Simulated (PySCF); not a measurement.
C3H12B2OSi (SMILES BBC[SiH2]COC)

```tsv
atom	x (Å)	y (Å)	z (Å)
B	-2.1156	1.3308	-0.0204
B	-2.2576	-0.2579	0.2988
C	-1.2327	-1.0620	1.1736
Si	0.1270	-1.8208	0.0693
C	1.1013	-0.4356	-0.8107
O	1.4948	0.4669	0.2057
C	2.2197	1.5645	-0.2774
H	-1.5539	1.7408	-0.9677
H	-2.6041	2.1664	0.6457
H	-3.1502	-0.8929	-0.1422
H	-0.7120	-0.4422	1.9038
H	-1.6943	-1.8916	1.7097
H	-0.4134	-2.7160	-0.9677
H	1.0617	-2.5813	0.9116
H	0.4927	0.0863	-1.5619
H	1.9878	-0.8230	-1.3330
H	3.1443	1.2410	-0.7742
H	1.6256	2.1493	-0.9919
H	2.4692	2.1865	0.5807
```

Geometry: GFN2-xTB.

Computed with PySCF, CAM-B3LYP/def2-SVPD, SCF density, gas phase.

### What will maps of the electron density and electron localisation function show?

C–O (1.40 Å): ρ at the midpoint is about 2.1 e/Å³, with its minimum of 1.8 e/Å³ about 0.5 Å from C; the ELF peaks at about 0.90 between the atoms, as expected for a shared but strongly polarised pair.
C–Si (1.91 Å): ρ is about 0.95 e/Å³ halfway; the ELF peaks at about 1 between the atoms; localised, covalent bonding.
C–H (1.09 Å): ρ at the midpoint is about 2 e/Å³; the ELF climbs to about 1 towards the hydrogen, as it does in any bond to H; an ordinary covalent bond to hydrogen.

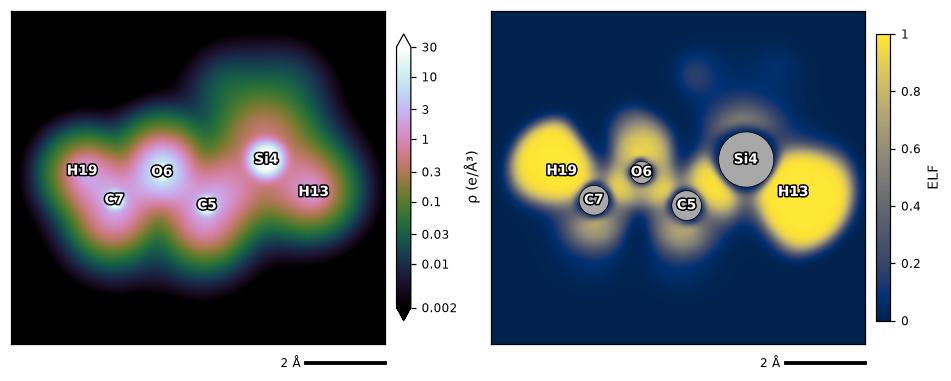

Computed electron density and electron localisation function on the plane of atoms Si4, C5 and O6, in this order. Grey discs cover the atomic cores in the ELF map. 
